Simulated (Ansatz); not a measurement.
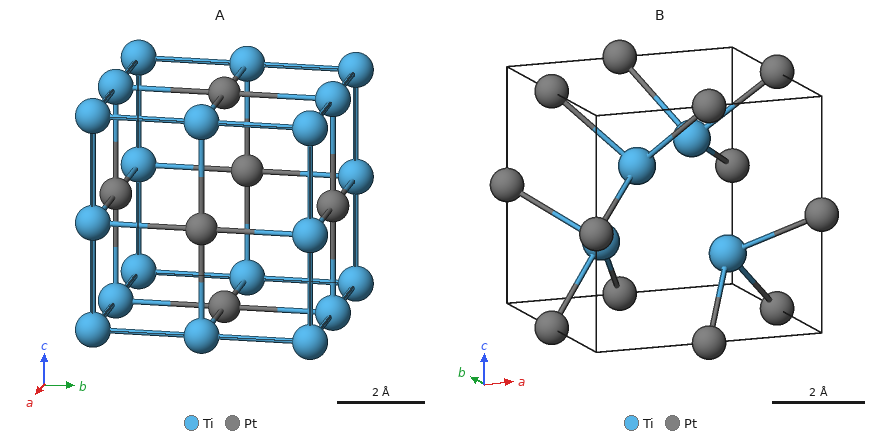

Two structures of Ti4Pt3, each relaxed to rest (conventional cells in solid outline, small ones repeated, not to one scale). Method: DFT PBE, scalar-relativistic, plane waves, PAW (Ansatz 0.2.0), without spin polarisation.

Question: Characterise the two forms.

Answer: A: 7 atoms a cell on a primitive cubic lattice, Pm-3m. B: 7 atoms a cell on a primitive cubic lattice, P-43m.

Question: What is the energy order of the two?

Answer: B is lower, by 375 meV/atom at this level of theory (energies at zero smearing). Volumes: A 19.2, B 20.9 Å³/atom.

One or both may be structure types tried for this composition rather than known phases.
